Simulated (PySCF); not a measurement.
```yaml
atoms:
  - { symbol: O, position_ang: [2.8332, 1.4682, -0.1625] }
  - { symbol: C, position_ang: [2.7195, 0.2959, 0.1810] }
  - { symbol: O, position_ang: [1.6012, -0.3971, 0.3636] }
  - { symbol: C, position_ang: [0.3801, 0.1669, 0.1587] }
  - { symbol: C, position_ang: [-0.7633, -0.5576, 0.4731] }
  - { symbol: C, position_ang: [-2.0556, -0.1260, 0.1797] }
  - { symbol: F, position_ang: [-2.3029, 1.1837, 0.0660] }
  - { symbol: F, position_ang: [-3.0672, -0.6831, 0.8692] }
  - { symbol: F, position_ang: [-2.6202, -0.5911, -1.3794] }
  - { symbol: H, position_ang: [3.5791, -0.3633, 0.3933] }
  - { symbol: H, position_ang: [0.3601, 1.1846, -0.1966] }
  - { symbol: H, position_ang: [-0.6628, -1.5818, 0.7927] }
```

Geometry: GFN2-xTB.

Method: UKS B3LYP, pcH-1 on C F H O, non-relativistic, mean-field spin-orbit, GIAO (PySCF).

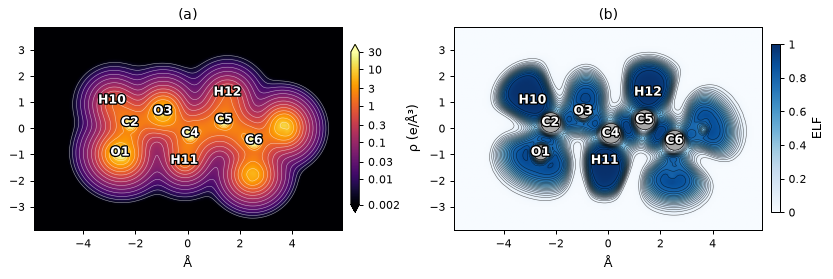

C$_{4}$H$_{3}$F$_{3}$O$_{2}$ (charge −1, doublet). (a) electron density; (b) ELF on the plane of atoms C4, C5 and C6. Grey discs cover the atomic cores in the ELF map.

What do the fields say about this system?

Answer.
- The section cuts through O, C and H sites.
- C–O (1.23 Å): ρ is about 2.8 e/Å³ halfway; the ELF peaks at about 0.85 between the atoms; a short, multiple covalent bond.
- C–C (1.39 Å): ρ at the midpoint is about 1.9 e/Å³; the ELF peaks at about 0.95 between the atoms: a covalent bond.
- C–H (1.08 Å): the density is about 1.8 e/Å³ at the midpoint; the ELF climbs to about 1 towards the hydrogen, as it does in any bond to H (an ordinary covalent bond to hydrogen).
- C–O (1.33 Å): the density is about 2.3 e/Å³ at the midpoint; the ELF peaks at about 0.85 between the atoms, as expected for a shared but strongly polarised pair.
- The ELF also peaks beside F7, O1, F8 and O3, away from the bonds: non-bonding electrons, paired or unpaired.
